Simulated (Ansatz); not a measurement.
# SnHClOF2 (SMILES [OH][Sn]([F])([F])[Cl]) at MP2/def2-SVP (core potential)

Aim: the energy change on altering one bond length of SnHClOF2 at MP2/def2-SVP (core potential), from 2 runs. 

The results are computed with Ansatz 0.2.0.

119 further runs of the same task are left out: 1 that didn't finish, 118 set aside as unsound or not needed. Runs told in other sessions of the task aren't counted.

### Step 1. The structure to begin with

SnHClOF2: 6 atoms, total charge 0, spin state singlet. SMILES: `[OH][Sn]([F])([F])[Cl]`. The coordinates come from a PBE0-D4/def2-TZVP relaxation. This is one conformer, not always the lowest.

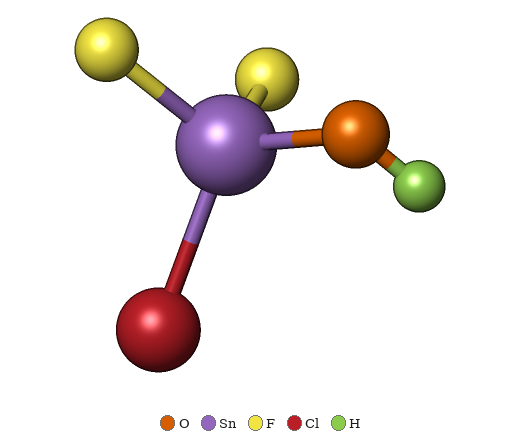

Viewed from a chosen angle; oxygen orange, tin purple, fluorine yellow, chlorine red, hydrogen green.

### Step 2. A single-point energy at MP2/def2-SVP (core potential)

Contents of run.yaml:

```yaml
crystal:
  periodic: [false, false, false]
  atoms:
    - {symbol: O, position_ang: [-0.464000, 0.283900, 1.476300]}
    - {symbol: Sn, position_ang: [0.252400, -0.175700, -0.247500]}
    - {symbol: F, position_ang: [1.982500, -0.856500, 0.056700]}
    - {symbol: F, position_ang: [-0.743300, -1.587100, -1.019700]}
    - {symbol: Cl, position_ang: [0.329400, 1.540600, -1.744400]}
    - {symbol: H, position_ang: [-1.315000, 0.730600, 1.432500]}
basis:
  gaussian:
    orbitals: def2-SVP
accuracy: high
total_charge: 0
correlation:
  method: mp2
  frozen_orbitals: {Cl: 5, F: 1, H: 0, O: 1, Sn: 4}
```

The run is started by

```bash
ansatz run run.yaml --threads 1 --pin off --max-ram 3480MiB --events-out events.jsonl --progress --plain --runs-dir runs
```

Log:

```text
Warning: RAYON_NUM_THREADS=1 ignored (pool sized by the plan → 1); use --threads N
Functional definition: HF
  name "HF"
  exchange = exact_x
  correlation = 0
1947 factors; integrals over basis functions are off by at most 3.3e-9 eV
mean field evaluation 1: about -25761.9553 eV, gradient 4.9e1 eV
mean field evaluation 2: about -25762.0887 eV, gradient 4.9e1 eV
mean field evaluation 4: about -25766.4442 eV, gradient 2.1e0 eV
mean field evaluation 8: about -25766.4782 eV, gradient 2.6e-1 eV
mean field evaluation 16: about -25766.4784 eV, gradient 1.7e-8 eV
mean field -25766.47844616 eV, -946.9006177502 hartree, gradient 1.9e-8 eV, S^2 0.000000; 0 other end points of the search recorded, 0 dependent functions left out
12 core orbitals not correlated: weight in the atoms' cores, before any rotation towards them, 1.000 or more for the frozen orbitals, at most 0.000 for the correlated occupied ones
reference -25766.47844616 eV, -946.9006177502 hartree; 21, 21 occupied and 58, 58 virtual orbitals, 1947 factors
second order -21.83480184 eV of doubles, -0.00000000 eV of singles
Total energy: -25788.31324800 eV, -947.7030319176 hartree
```

It took 4.2 s on 1 thread of Arm Neoverse V2, shared host; peak memory 0.28 GiB.

### Step 3. The distorted shape, same level

Contents of in.yaml:

```yaml
crystal:
  periodic: [false, false, false]
  atoms:
    - {symbol: O, position_ang: [0.216798, -0.073459, 1.511340]}
    - {symbol: Sn, position_ang: [0.933198, -0.533059, -0.212460]}
    - {symbol: F, position_ang: [2.663298, -1.213859, 0.091740]}
    - {symbol: F, position_ang: [-0.062502, -1.944459, -0.984660]}
    - {symbol: Cl, position_ang: [1.010198, 1.183241, -1.709360]}
    - {symbol: H, position_ang: [-1.315000, 0.730600, 1.432500]}
basis:
  gaussian:
    orbitals: def2-SVP
correlation:
  method: mp2
  frozen_orbitals: {Cl: 5, F: 1, H: 0, O: 1, Sn: 4}
accuracy: high
```

The run is started by

```bash
ansatz run in.yaml --threads 1 --pin off --max-ram 3480MiB --events-out events.jsonl --progress --plain --runs-dir runs
```

Log, cut to the lines that bear on the results:

```text
Warning: RAYON_NUM_THREADS=1 ignored (pool sized by the plan → 1); use --threads N
[... 2 set-up lines as earlier in the session ...]
[...]
1949 factors; integrals over basis functions are off by at most 3.1e-9 eV
[...]
mean field -25761.66372138 eV, -946.7236798778 hartree, gradient 8.4e-8 eV, S^2 0.000000; 0 other end points of the search recorded, 0 dependent functions left out; unrestricted orbitals would lower it
unrestricted determinant -25762.78730456 eV, -946.7649707980 hartree, S^2 0.7502
12 core orbitals not correlated: weight in the atoms' cores, before any rotation towards them, 1.000 or more for the frozen orbitals, at most 0.000 for the correlated occupied ones
reference -25761.66372138 eV, -946.7236798778 hartree; 21, 21 occupied and 58, 58 virtual orbitals, 1949 factors
second order -22.71480495 eV of doubles, -0.00000000 eV of singles
Total energy: -25784.37852632 eV, -947.5584335629 hartree
```

Run time: 8.4 s. Hardware: 1 thread of Arm Neoverse V2, shared host; peak memory 0.38 GiB.

### Step 4. Summary of results

At MP2/def2-SVP (core potential), 12 core orbitals frozen:

| quantity | value |
| --- | --- |
| first shape: total energy | -947.70303 Eh |
| first shape: correlation energy (12 core orbitals frozen) | -802.4 mEh |
| distorted shape: total energy | -947.55843 Eh |
| distorted shape: correlation energy (12 core orbitals frozen) | -834.8 mEh |
| energy change with the O1–H6 bond stretched from 0.962 to 1.732 Å | 3.935 eV |

What this shows: One bond (distorted shape) is far stretched, which a spin-restricted single reference describes badly; perturbation theory on it can break down and give far too much correlation. With the O1–H6 bond stretched from 0.962 to 1.732 Å the energy rises by 3.93 eV (380 kJ/mol). The first shape isn't relaxed at this level, so the change isn't measured from a minimum. A restricted reference can't describe the breaking bond well at this length. The restricted solution (distorted shape) is unstable to spin breaking: an unrestricted one lies lower.
